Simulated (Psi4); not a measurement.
# BClF2 (chlorodifluoroborane) at PBE0/cc-pVTZ (sweep point 9)

Aim: the vertical singlet–triplet gap of BClF2 (chlorodifluoroborane) at PBE0/cc-pVTZ (sweep point 9), from 2 runs. The job is set up through a Python script.

The results are computed with Psi4 1.11.

## Step 1: The structure to begin with

BClF2: 4 atoms, total charge 0, spin state singlet. SMILES: `FB(F)Cl`. The shape is that of a PBE0-D4/def2-TZVP optimisation.

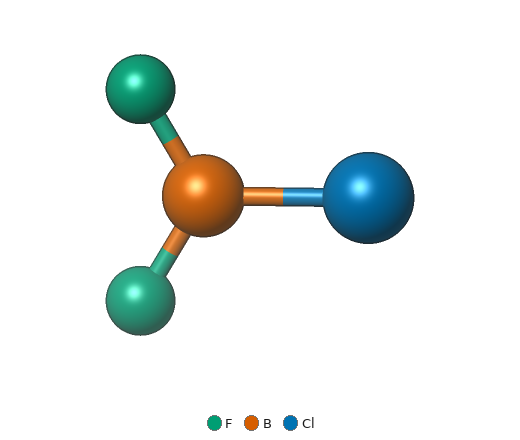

Viewed from a chosen angle; fluorine teal, boron orange, chlorine blue.

## Step 2: The energy at PBE0/cc-pVTZ (sweep point 9)

File calc.py:

```python
import psi4

psi4.set_memory('1600 MB')
psi4.set_num_threads(1)
psi4.core.set_output_file('bclf2.out', False)

molecule = psi4.geometry("""
0 1
F     -0.32824543    -2.37028348    -1.03235738
B     -0.12680062    -0.07804569    -0.11716302
F     -1.91164695     1.56866166    -0.60036599
Cl     2.47157280     0.76590600     1.71152495
units au
symmetry c1
""")

psi4.set_options({
    'basis': 'cc-pVTZ',
    'reference': 'rks',
    'puream': True,
    'scf_type': 'pk',
    'dft_radial_points': 99,
    'dft_spherical_points': 590,
})

result = psi4.energy("pbe0")
print(f'pbe0 energy: {result:.10f} Eh')
for k, v in sorted(psi4.core.scalar_variables().items()):
    print(f'{k:45s} {v:18.10f}')
```

Launch:

```sh
python calc.py
```

bclf2.out:

```text
[...]
  Running in c1 symmetry.
[...]
  Nuclear repulsion =  142.136300707000061
[...]
  Multiplicity = 1
[...]
  Nalpha       = 20
  Nbeta        = 20
[...]
    Number of basis functions: 124
[...]
   @RKS iter   1:  -684.55693313692780   -3.41830e-01   4.08494e-03 DIIS/ADIIS
[...]
   @RKS iter   7:  -684.63230934951673   -2.10045e-07   7.38609e-07 DIIS
[...]
    Orbital Energies [Eh]
    ---------------------
    Doubly Occupied:
       1A   -101.757486     2A    -24.813563     3A    -24.813507
       4A     -9.562530     5A     -7.295521     6A     -7.290884
       7A     -7.289379     8A     -6.942236     9A     -1.299886
      10A     -1.271450    11A     -0.889106    12A     -0.623981
      13A     -0.583105    14A     -0.546558    15A     -0.538665
      16A     -0.480062    17A     -0.467833    18A     -0.441710
      19A     -0.377693    20A     -0.363580
[...]
  @RKS Final Energy:  -684.63230934951673
   => Energetics <=
    Nuclear Repulsion Energy =            142.1363007070000606
    One-Electron Energy =               -1229.8329974725020293
    Two-Electron Energy =                 443.1044801662272903
    DFT Exchange-Correlation Energy =     -40.0400927502421737
    Empirical Dispersion Energy =           0.0000000000000000
    VV10 Nonlocal Energy =                  0.0000000000000000
    Total Energy =                       -684.6323093495167313
[...]
 Multipole Moments:
 ------------------------------------------------------------------------------------
     Multipole            Electronic (a.u.)      Nuclear  (a.u.)        Total (a.u.)
 ------------------------------------------------------------------------------------
 L = 1.  Multiply by 2.5417464519 to convert [e a0] to [Debye]
 Dipole X            :         -0.9233814            0.9901965            0.0668150
 Dipole Y            :         -0.2996279            0.3216348            0.0220069
 Dipole Z            :         -0.6496886            0.6969061            0.0472176
 Magnitude           :                                                    0.0847234
[...]
```

On the terminal:

```text
pbe0 energy: -684.6323093495 Eh
CURRENT ENERGY                                   -684.6323093495
CURRENT REFERENCE ENERGY                         -684.6323093495
DD SOLVATION ENERGY                                 0.0000000000
DFT FUNCTIONAL TOTAL ENERGY                      -684.6323093495
DFT TOTAL ENERGY                                 -684.6323093495
DFT VV10 ENERGY                                     0.0000000000
DFT XC ENERGY                                     -40.0400927502
GRID ELECTRONS ALPHA                               19.9999999033
GRID ELECTRONS BETA                                19.9999999033
GRID ELECTRONS TOTAL                               39.9999998066
NUCLEAR REPULSION ENERGY                          142.1363007070
ONE-ELECTRON ENERGY                             -1229.8329974725
PCM POLARIZATION ENERGY                             0.0000000000
PE ENERGY                                           0.0000000000
SCF ITERATION ENERGY                             -684.6323093495
SCF ITERATIONS                                      7.0000000000
SCF TOTAL ENERGY                                 -684.6323093495
TWO-ELECTRON ENERGY                               443.1044801662
XC GRID RADIAL POINTS                              99.0000000000
XC GRID SPHERICAL POINTS                          590.0000000000
XC GRID TOTAL POINTS                           223769.0000000000
```

Wall time 17 s (1 thread of Intel Xeon Platinum 8488C (Sapphire Rapids), shared host); peak memory 0.98 GiB.

## Step 3: The triplet

File calc.py:

```python
import psi4

psi4.set_memory(1600000000)
psi4.set_num_threads(1)
psi4.set_output_file('output.dat', False)

geom = psi4.geometry("""
0 3
F     -0.32824543    -2.37028348    -1.03235738
B     -0.12680062    -0.07804569    -0.11716302
F     -1.91164695     1.56866166    -0.60036599
Cl     2.47157280     0.76590600     1.71152495
units bohr
symmetry c1
""")

psi4.set_options({
    'basis': 'cc-pVTZ',
    'reference': 'uks',
    'puream': True,
    'scf_type': 'pk',
    'dft_radial_points': 99,
    'dft_spherical_points': 590,
    'maxiter': 150,
})

e_tot, wfn = psi4.energy('PBE0', return_wfn=True)
print(f'total energy {e_tot:.8f} hartree = {e_tot * 27.211386:.5f} eV')
```

Launch:

```sh
python calc.py
```

output.dat:

```text
[...]
  Running in c1 symmetry.
[...]
  Nuclear repulsion =  142.136300707000061
[...]
  Multiplicity = 3
[...]
  Nalpha       = 21
  Nbeta        = 19
[...]
    Number of basis functions: 124
[...]
   @UKS iter   1:  -684.18239846060794    3.27047e-02   5.01475e-03 DIIS/ADIIS
[...]
   @UKS iter  11:  -684.33970073318437   -1.15266e-08   4.73130e-07 DIIS
[...]
   @S^2 Observed:                2.006779138E+00
[...]
    Orbital Energies [Eh]
    ---------------------
    Alpha Occupied:
       1A   -101.877694     2A    -24.772227     3A    -24.772220
       4A     -9.675977     5A     -7.420367     6A     -7.403160
       7A     -7.398895     8A     -6.837506     9A     -1.259107
      10A     -1.232308    11A     -0.981589    12A     -0.599559
      13A     -0.552527    14A     -0.551793    15A     -0.513258
      16A     -0.489526    17A     -0.451729    18A     -0.448989
      19A     -0.445883    20A     -0.430779    21A     -0.082929
    Alpha Virtual:
      22A      0.031961    23A      0.109084    24A      0.128015
      25A      0.144447    26A      0.171500    27A      0.214068
[...]
  @UKS Final Energy:  -684.33970073318437
   => Energetics <=
    Nuclear Repulsion Energy =            142.1363007070000606
    One-Electron Energy =               -1229.0524993766862281
    Two-Electron Energy =                 442.6039900110457097
    DFT Exchange-Correlation Energy =     -40.0274920745441136
    Empirical Dispersion Energy =           0.0000000000000000
    VV10 Nonlocal Energy =                  0.0000000000000000
    Total Energy =                       -684.3397007331845998
[...]
 Multipole Moments:
 ------------------------------------------------------------------------------------
     Multipole            Electronic (a.u.)      Nuclear  (a.u.)        Total (a.u.)
 ------------------------------------------------------------------------------------
 L = 1.  Multiply by 2.5417464519 to convert [e a0] to [Debye]
 Dipole X            :          0.0907301            0.9901965            1.0809266
 Dipole Y            :          0.0296787            0.3216348            0.3513135
 Dipole Z            :          0.0636207            0.6969061            0.7605269
 Magnitude           :                                                    1.3675616
[...]
```

The script printed:

```text
total energy -684.33970073 hartree = -18621.83175 eV
```

It took 28 s on 1 thread of Intel Xeon Platinum 8488C (Sapphire Rapids), shared host; peak memory 0.98 GiB.

## Step 4: Results

At PBE0/cc-pVTZ (sweep point 9):

| quantity | value |
| --- | --- |
| singlet: total energy | -684.63231 Eh |
| singlet: dipole moment | 0.22 D |
| singlet: HOMO energy | -9.89 eV |
| singlet: LUMO energy | -0.13 eV |
| singlet: HOMO–LUMO gap | 9.77 eV |
| triplet: total energy | -684.33970 Eh |
| triplet: dipole moment | 3.48 D |
| triplet: HOMO energy (highest over α and β) | -2.26 eV |
| triplet: ⟨S²⟩ | 2.007 |
| vertical energy of the triplet above the singlet | 7.962 eV |

In words: At this shape the triplet lies 7.96 eV (184 kcal/mol) above the singlet.
